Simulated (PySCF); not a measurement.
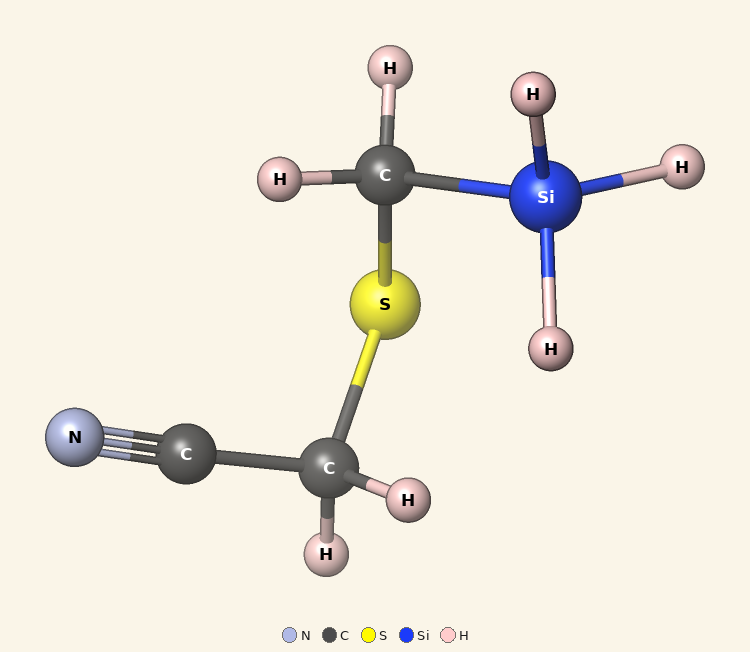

Orthographic view. Atoms fade into the background with distance from the viewer. The computed structure is the end point of a PBE0-D3(BJ)/def2-SVP optimisation. No frequency run is at hand to confirm it as a minimum.

> Write the InChI string.

InChI=1S/C3H7NSSi/c4-1-2-5-3-6/h2-3H2,6H3
